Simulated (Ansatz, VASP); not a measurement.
# KTaO3: VASP beside Ansatz, part 2 of 3

Wanted: the spread between two codes on one cell, functional and k mesh.

VASP 6.6.1 and Ansatz 0.2.0.

So far. Step 2 (VASP: band structure, LDA): The run ends at a pressure of -4.04 GPa.

## 4. Differences

Known differences besides the PAW data sets themselves: the two LDA forms differ slightly; the data sets hold 40 valence electrons in Ansatz (default PAW (the set named soft_2) files) and 38 in VASP; the cutoff is 420 eV in Ansatz and 520 eV in VASP; Ansatz makes its cores anew for this functional, VASP keeps those of its PBE data sets. Total energies have different zeros and are not compared.

Both answers:

```csv
quantity,Ansatz,VASP,difference
pressure (GPa),-5.59,-4.04,-1.54
gap over the path points (eV),2.054,2.009,+0.045
```

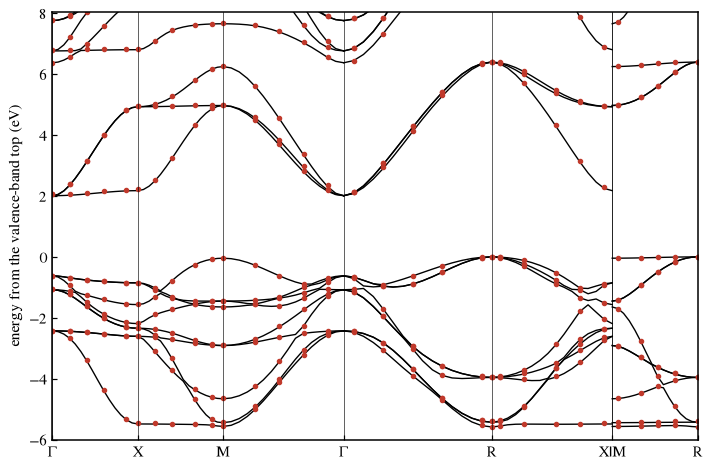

Bands from VASP (lines) and levels from Ansatz (dots). Dots without a line are higher empty bands that the VASP plot leaves out.

Levels at points of the path, from each program's valence-band top (eV; 4 filled, then empty):

```csv
k (reciprocal lattice),Ansatz,VASP
0.000 0.000 0.000,-1.07 -0.62 -0.62 -0.62 2.05 2.05 2.05,-1.08 -0.62 -0.62 -0.62 2.01 2.01 2.01
0.000 0.100 0.000,-1.12 -0.93 -0.68 -0.68 2.07 2.39 2.39,-1.13 -0.94 -0.69 -0.69 2.02 2.35 2.35
0.000 0.200 0.000,-1.47 -1.25 -0.75 -0.75 2.11 3.15 3.15,-1.48 -1.26 -0.76 -0.76 2.06 3.12 3.12
0.000 0.300 0.000,-1.86 -1.40 -0.80 -0.80 2.16 4.00 4.00,-1.88 -1.41 -0.81 -0.81 2.12 3.98 3.98
0.000 0.433 0.000,-2.14 -1.53 -0.84 -0.84 2.21 4.83 4.83,-2.15 -1.55 -0.85 -0.85 2.17 4.81 4.81
0.000 0.500 0.000,-2.18 -1.55 -0.85 -0.85 2.22 4.95 4.95,-2.19 -1.57 -0.85 -0.85 2.17 4.93 4.93
0.100 0.500 0.000,-1.89 -1.30 -1.08 -1.01 2.53 4.96 5.03,-1.90 -1.31 -1.09 -1.01 2.49 4.93 5.00
0.200 0.500 0.000,-1.72 -1.35 -1.30 -0.78 3.26 4.97 5.27,-1.73 -1.36 -1.31 -0.78 3.23 4.94 5.24
0.333 0.500 0.000,-1.56 -1.54 -1.44 -0.26 4.34 4.98 5.81,-1.56 -1.55 -1.45 -0.26 4.31 4.96 5.79
0.433 0.500 0.000,-1.63 -1.46 -1.44 -0.07 4.88 4.99 6.18,-1.63 -1.47 -1.45 -0.07 4.86 4.97 6.16
```

Among the levels compared (up to four filled and three empty ones at each point), filled levels agree within 20 meV and empty ones within 45 meV. Ansatz's pressure holds a Pulay correction of 0.75 GPa; VASP's holds none.

## 5. What moves the difference

The difference is large enough to ask for its cause, so further runs change the set-up of one program at a time, as the table lists.

```csv
run,difference in pressure (GPa)
as above,-1.5
"cores kept as stored, as VASP does, whose cores stay as stored",-1.6
Ansatz's all-electron LAPW method,-1.5
Ansatz's larger PAW set (cutoff 900 eV),-1.4
norm-conserving potentials (cutoff 1143 eV),-3.5
```

## 6. VASP: band structure, PBE

Levels along a path test the potential and the projectors away from the mesh points.

INCAR reads:

```
SYSTEM = KTaO3
PREC = Accurate
ENCUT = 520
EDIFF = 1E-06
NELM = 100
ISMEAR = 0
SIGMA = 0.02
LREAL = .FALSE.
ALGO = Normal
GGA = PE
NBANDS = 34
LORBIT = 11
LWAVE = .FALSE.
LCHARG = .FALSE.
KPAR = 8
```

POSCAR reads:

```
KTaO3
1.0
    3.9883000000      0.0000000000      0.0000000000
    0.0000000000      3.9883000000      0.0000000000
    0.0000000000      0.0000000000      3.9883000000
K Ta O
1 1 3
Direct
    0.5000000000      0.5000000000      0.5000000000
    0.0000000000      0.0000000000      0.0000000000
    0.5000000000      0.0000000000      0.0000000000
    0.0000000000      0.5000000000      0.0000000000
    0.0000000000      0.0000000000      0.5000000000
```

KPOINTS reads:

```
Automatic mesh
0
Gamma
4 4 4
0 0 0
```

KPOINTS_OPT reads:

```
Line mode
16
Line-mode
Reciprocal
  0.00000000   0.00000000   0.00000000 GAMMA
  0.00000000   0.50000000   0.00000000 X

  0.00000000   0.50000000   0.00000000 X
  0.50000000   0.50000000   0.00000000 M

  0.50000000   0.50000000   0.00000000 M
  0.00000000   0.00000000   0.00000000 GAMMA

  0.00000000   0.00000000   0.00000000 GAMMA
  0.50000000   0.50000000   0.50000000 R

  0.50000000   0.50000000   0.50000000 R
  0.00000000   0.50000000   0.00000000 X

  0.50000000   0.50000000   0.00000000 M
  0.50000000   0.50000000   0.50000000 R
```

The projector-augmented-wave data sets are K_sv, Ta_pv and O (PBE family, release 64).

Run with:

```console
> mpirun -np 8 vasp_std
```

Numbers of over 12 decimals in the logs are rounded to 6 here.

The log of the run:

```text
[banner, memory and clock lines left out]
running    8 mpi-ranks, on    1 nodes
[...]
[... a notice as in an earlier step ...]

 LDA part: xc-table for (Slater+PW92), standard interpolation
 POSCAR, INCAR and KPOINTS ok, starting setup
[...]
entering main loop
       N       E                     dE             d eps       ncg     rms          rms(c)
DAV:   1     0.313195242943E+03    0.31320E+03   -0.19536E+04   680   0.111E+03
DAV:   2    -0.296471231749E+02   -0.34284E+03   -0.32742E+03   776   0.342E+02
DAV:   3    -0.488475606669E+02   -0.19200E+02   -0.19016E+02   892   0.778E+01
DAV:   4    -0.495815276945E+02   -0.73397E+00   -0.73107E+00   970   0.963E+00
[...]
DAV:  12    -0.410039919672E+02   -0.22084E-04   -0.43929E-05   802   0.495E-02    0.412E-02
DAV:  13    -0.410039882423E+02    0.37250E-05   -0.25717E-05   810   0.303E-02    0.549E-03
DAV:  14    -0.410039884167E+02   -0.17448E-06   -0.70204E-07   700   0.537E-03
   1 F= -.41003988E+02 E0= -.41003988E+02  d E =-.276690E-13
 Start KPOINTS_OPT (optional k-point list driver)
k-point batch [1-10\96]
       N       E                     dE             ncg
DAV:   1    -0.410107236670E+03   -0.26178E+04      680
DAV:   2    -0.368508798450E+04   -0.32750E+04      808
DAV:   3    -0.386860339129E+04   -0.18352E+03      862
DAV:   4    -0.387541888580E+04   -0.68155E+01      928
DAV:   5    -0.387547839196E+04   -0.59506E-01      826
DAV:   6    -0.387548014986E+04   -0.17579E-02      960
DAV:   7    -0.387548015989E+04   -0.10030E-04      784
DAV:   8    -0.387548016011E+04   -0.21521E-06      582
[...]
k-point batch [91-96\96]
       N       E                     dE             ncg
DAV:   1     0.510107742004E+04   -0.92225E+04      408
DAV:   2     0.305897246761E+04   -0.20421E+04      460
DAV:   3     0.294641185742E+04   -0.11256E+03      592
DAV:   4     0.294419547904E+04   -0.22164E+01      538
DAV:   5     0.294416298108E+04   -0.32498E-01      534
DAV:   6     0.294416199329E+04   -0.98779E-03      502
DAV:   7     0.294416198261E+04   -0.10680E-04      558
DAV:   8     0.294416198249E+04   -0.11699E-06      342
```

From OUTCAR (step 6):

```text
  Total        2.4244251      2.4244251      2.4244251      0.0000000      0.0000000      0.0000000
  in kB       61.2288223     61.2288223     61.2288223      0.0000000      0.0000000      0.0000000
  external PRESSURE =      61.2288223 kB  Pullay stress =       0.0000000 kB

  FREE ENERGIE OF THE ION-ELECTRON SYSTEM (eV)
  ---------------------------------------------------
  free  energy   TOTEN  =       -41.0039884167 eV

  energy  without entropy=      -41.0039884167  energy(sigma->0) =      -41.00398842

[... 3 parts as in an earlier step ...]

[... 1 further part left out ...]
[key lines of the parts left out:]
E-fermi :   1.9067
```

The run ends at a pressure of 6.12 GPa.

## 7. Ansatz: band structure, PBE

The same cell, functional, mesh and smearing now go to Ansatz, which takes its cutoff from its data sets.

input.yaml reads:

```yaml
crystal:
  lattice:
    - [3.9883, 0.0, 0.0]
    - [0.0, 3.9883, 0.0]
    - [0.0, 0.0, 3.9883]
  atoms:
    - { symbol: K, position: [0.5, 0.5, 0.5] }
    - { symbol: Ta, position: [0.0, 0.0, 0.0] }
    - { symbol: O, position: [0.5, 0.0, 0.0] }
    - { symbol: O, position: [0.0, 0.5, 0.0] }
    - { symbol: O, position: [0.0, 0.0, 0.5] }
hamiltonian:
  xc: pbe
  pseudopotentials: { kind: paw }
kpoints:
  mp_grid: { grid: [4, 4, 4] }
  band_path:
    path:
      - [0.0, 0.0, 0.0]
      - [0.0, 0.1, 0.0]
      - [0.0, 0.2, 0.0]
      - [0.0, 0.3, 0.0]
      - [0.0, 0.43333, 0.0]
      - [0.0, 0.5, 0.0]
      - [0.1, 0.5, 0.0]
      - [0.2, 0.5, 0.0]
      - [0.33333, 0.5, 0.0]
      - [0.43333, 0.5, 0.0]
      - [0.5, 0.5, 0.0]
      - [0.36667, 0.36667, 0.0]
      - [0.26667, 0.26667, 0.0]
      - [0.16667, 0.16667, 0.0]
      - [0.06667, 0.06667, 0.0]
      - [0.03333, 0.03333, 0.03333]
      - [0.13333, 0.13333, 0.13333]
      - [0.23333, 0.23333, 0.23333]
      - [0.33333, 0.33333, 0.33333]
      - [0.46667, 0.46667, 0.46667]
      - [0.5, 0.5, 0.5]
      - [0.46667, 0.5, 0.46667]
      - [0.36667, 0.5, 0.36667]
      - [0.23333, 0.5, 0.23333]
      - [0.13333, 0.5, 0.13333]
      - [0.03333, 0.5, 0.03333]
      - [0.5, 0.5, 0.03333]
      - [0.5, 0.5, 0.16667]
      - [0.5, 0.5, 0.26667]
      - [0.5, 0.5, 0.36667]
      - [0.5, 0.5, 0.5]
    npoints: 1
scf:
  occupations: { method: gaussian, width: 0.02 }
  n_extra_bands: 8
output:
  forces: true
  stress: true
  eigenvalues: true
```

Run with:

```console
> ansatz run input.yaml --threads 2 --pin off --max-ram 4608MiB --backend cpu --events-out ev --progress --plain --runs-dir out
```

The log of the run:

```text
[...]
Crystal: 5 atoms, lattice volume = 63.440 Å³
Basis set: ecut = 420 eV, 1237 PW (Γ), exchange–correlation on 54×54×54 points (8 copies of the dense FFT grid, shifted against one another)
Bands: 28, of which v1, the nominal top of the filled ones, is band 20 counted from 1 (19 counted from 0)
Symmetry: 48 space group operations
[...]
k-points: 10 of 64
[...]
k-point 0: bands = [... 16 lower, 7.7440, 8.1840, 8.1840, 8.1840, 11.0009, 11.0009, 11.0009, 15.4277, ... 4 higher]
  k-point 1: bands = [... 16 lower, 7.1375, 7.5077, 8.0244, 8.0244, 11.0779, 12.4883, 12.4883, 15.6200, ... 4 higher]
  k-point 2: bands = [... 16 lower, 6.6734, 7.2902, 7.9602, 7.9602, 11.1583, 13.8356, 13.8356, 15.6358, ... 4 higher]
  k-point 9: bands = [... 16 lower, 4.9010, 8.7956, 8.7956, 8.7956, 15.2918, 15.2918, 15.2918, 17.7038, ... 4 higher]
[key lines of the parts left out:]
SCF converged after 6 iterations
Free energy (F): -13178.176682 eV
Fermi energy:    9.898222 eV
P = ⅓ Tr σ = 5.4555 GPa (54.555 kbar)
```

The job ended after 1.5 s (2 threads of Arm Neoverse V1, shared host; peak memory 0.3 GiB; 2.7 s of CPU time).

## 8. Side by side

What differs besides the data sets and the points named for the pairs above, as far as they apply: VASP leaves aspherical gradient terms in its spheres out (LASPH is not set), Ansatz keeps them. Total energies have different zeros and are not compared.

Both answers:

```csv
quantity,Ansatz,VASP,difference
pressure (GPa),5.46,6.12,-0.67
gap over the path points (eV),2.205,2.156,+0.049
```

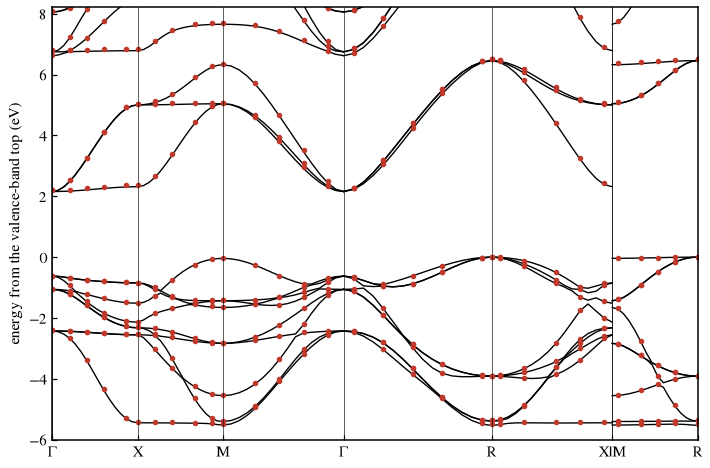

Bands from VASP (lines) and levels from Ansatz (dots). Dots without a line are higher empty bands that the VASP plot leaves out.

Levels at points of the path, from each program's valence-band top (eV; 4 filled, then empty):

```csv
k (reciprocal lattice),Ansatz,VASP
0.000 0.000 0.000,-1.05 -0.61 -0.61 -0.61 2.21 2.21 2.21,-1.06 -0.62 -0.62 -0.62 2.16 2.16 2.16
0.000 0.100 0.000,-1.10 -0.92 -0.67 -0.67 2.22 2.53 2.53,-1.11 -0.93 -0.69 -0.69 2.17 2.48 2.48
0.000 0.200 0.000,-1.45 -1.22 -0.74 -0.74 2.26 3.27 3.27,-1.46 -1.23 -0.76 -0.76 2.21 3.23 3.23
0.000 0.300 0.000,-1.83 -1.36 -0.79 -0.79 2.31 4.11 4.11,-1.84 -1.37 -0.81 -0.81 2.26 4.07 4.07
0.000 0.433 0.000,-2.09 -1.49 -0.83 -0.83 2.36 4.92 4.92,-2.10 -1.50 -0.84 -0.84 2.31 4.88 4.88
0.000 0.500 0.000,-2.12 -1.50 -0.83 -0.83 2.36 5.04 5.04,-2.14 -1.51 -0.85 -0.85 2.31 5.00 5.00
0.100 0.500 0.000,-1.85 -1.26 -1.06 -0.99 2.67 5.04 5.12,-1.86 -1.27 -1.07 -1.01 2.62 5.01 5.08
0.200 0.500 0.000,-1.68 -1.32 -1.28 -0.76 3.38 5.05 5.37,-1.69 -1.34 -1.30 -0.76 3.34 5.02 5.33
0.333 0.500 0.000,-1.54 -1.51 -1.42 -0.25 4.43 5.07 5.91,-1.56 -1.53 -1.43 -0.25 4.40 5.03 5.88
0.433 0.500 0.000,-1.62 -1.44 -1.42 -0.07 4.97 5.08 6.28,-1.64 -1.45 -1.43 -0.07 4.93 5.04 6.24
```

Among the levels compared (up to four filled and three empty ones at each point), filled levels agree within 25 meV and empty ones within 49 meV. Ansatz's pressure holds a Pulay correction of 0.55 GPa; VASP's holds none.

## 9. VASP: band structure, PBE, spin-orbit coupling

The same path points are solved in both programs, so levels can be compared one by one.

INCAR: that of step 6 with these lines changed.

```diff
@@ -10,3 +10,9 @@
 GGA = PE
-NBANDS = 34
+LNONCOLLINEAR = .TRUE.
+MAGMOM = 0 0 0 0 0 0 0 0 0 0 0 0 0 0 0
+NBANDS = 50
+GGA_COMPAT = .FALSE.
+LASPH = .TRUE.
+LSORBIT = .TRUE.
+LMAXMIX = 4
 LORBIT = 11
```

POSCAR is that of step 6.

KPOINTS is that of step 6.

KPOINTS_OPT is that of step 6.

Run with:

```console
> mpirun -np 8 vasp_ncl
```

The log of the run:

```text
[... set-up lines as in an earlier step ...]
 entering main loop
       N       E                     dE             d eps       ncg     rms          rms(c)
DAV:   1     0.357057143778E+03    0.35706E+03   -0.20505E+04  1000   0.153E+03
DAV:   2    -0.218789482457E+02   -0.37894E+03   -0.36686E+03  1182   0.450E+02
DAV:   3    -0.492138841451E+02   -0.27335E+02   -0.27154E+02  1296   0.119E+02
DAV:   4    -0.502035532092E+02   -0.98967E+00   -0.98744E+00  1534   0.174E+01
[...]
DAV:  12    -0.416094944656E+02   -0.19189E-04   -0.16898E-04  1336   0.967E-02    0.231E-02
DAV:  13    -0.416095093265E+02   -0.14861E-04   -0.22677E-05  1330   0.355E-02    0.943E-03
DAV:  14    -0.416095103092E+02   -0.98275E-06   -0.17839E-06  1000   0.926E-03
   1 F= -.41609510E+02 E0= -.41609510E+02  d E =-.366944E-37  mag=     0.0000    -0.0000    -0.0000
 Start KPOINTS_OPT (optional k-point list driver)
k-point batch [1-10\96]
       N       E                     dE             ncg
DAV:   1    -0.528151576260E+02   -0.12581E+04     1000
DAV:   2    -0.358265554910E+04   -0.35298E+04     1146
DAV:   3    -0.386831913185E+04   -0.28566E+03     1246
DAV:   4    -0.388275532134E+04   -0.14436E+02     1564
DAV:   5    -0.388315380956E+04   -0.39849E+00     1472
DAV:   6    -0.388315824296E+04   -0.44334E-02     1342
DAV:   7    -0.388315838774E+04   -0.14478E-03     1464
DAV:   8    -0.388315839215E+04   -0.44073E-05     1166
DAV:   9    -0.388315839224E+04   -0.93152E-07      808
[...]
k-point batch [91-96\96]
       N       E                     dE             ncg
DAV:   1     0.523843228102E+04   -0.88410E+04      600
DAV:   2     0.308355104114E+04   -0.21549E+04      696
DAV:   3     0.293267699014E+04   -0.15087E+03      848
DAV:   4     0.292974405132E+04   -0.29329E+01      736
DAV:   5     0.292959884814E+04   -0.14520E+00     1020
DAV:   6     0.292959739819E+04   -0.14500E-02      790
DAV:   7     0.292959733028E+04   -0.67905E-04      922
DAV:   8     0.292959732958E+04   -0.70589E-06      732
```

OUTCAR, selected parts (step 9):

```text
  Total        2.5182691      2.5182691      2.5182691      0.0000000     -0.0000000      0.0000000
  in kB       63.5988500     63.5988500     63.5988500      0.0000000     -0.0000000      0.0000000
  external PRESSURE =      63.5988500 kB  Pullay stress =       0.0000000 kB

 POSITION                                       TOTAL-FORCE (eV/Angst)
 -----------------------------------------------------------------------------------
      1.99415      1.99415      1.99415         0.000000      0.000000      0.000000
      0.00000      0.00000      0.00000         0.000000      0.000000      0.000000
      1.99415      0.00000      0.00000         0.000000      0.000000      0.000000
      0.00000      1.99415      0.00000         0.000000      0.000000      0.000000
      0.00000      0.00000      1.99415         0.000000      0.000000      0.000000
 -----------------------------------------------------------------------------------
    total drift:                                0.000000     -0.000000     -0.000000

  FREE ENERGIE OF THE ION-ELECTRON SYSTEM (eV)
  ---------------------------------------------------
  free  energy   TOTEN  =       -41.6095103092 eV

  energy  without entropy=      -41.6095103092  energy(sigma->0) =      -41.60951031

 magnetization (x)
# of ion       s       p       d       tot
------------------------------------------
    1        0.000   0.000  -0.000   0.000
    2       -0.000   0.000  -0.000  -0.000
    3        0.000  -0.000   0.000  -0.000
    4        0.000  -0.000   0.000  -0.000
    5        0.000   0.000   0.000   0.000
--------------------------------------------------
tot          0.000  -0.000  -0.000  -0.000

 magnetization (y)
# of ion       s       p       d       tot
------------------------------------------
    1       -0.000  -0.000   0.000   0.000
    2       -0.000   0.000   0.000   0.000
    3       -0.000   0.000   0.000   0.000
    4        0.000   0.000   0.000   0.000
    5        0.000   0.000   0.000   0.000
--------------------------------------------------
tot         -0.000   0.000   0.000   0.000

 magnetization (z)
# of ion       s       p       d       tot
------------------------------------------
    1        0.000   0.000   0.000   0.000
    2       -0.000   0.000   0.000   0.000
    3       -0.000   0.000   0.000   0.000
    4        0.000   0.000   0.000   0.000
    5        0.000   0.000   0.000   0.000
--------------------------------------------------
tot          0.000   0.000   0.000   0.000

[... 1 part as in an earlier step ...]

[... 2 further parts left out ...]
[key lines of the parts left out:]
E-fermi :   1.9888
```

The run ends at a pressure of 6.36 GPa.

[end of part 2 of 3]

[Lines on the potential files, build, host, timing and source positions are cut from VASP's logs without a mark.]

[Logs are printed without paths, hosts, clocks, repeated set-up lines and the standing remarks that a program may print on its own settings, such as how far it seeks lower states.]

[Hosts, paths, dates, database ids (printed as entryN), source tags and the programs' standing remarks are cut or masked in the printed files.]
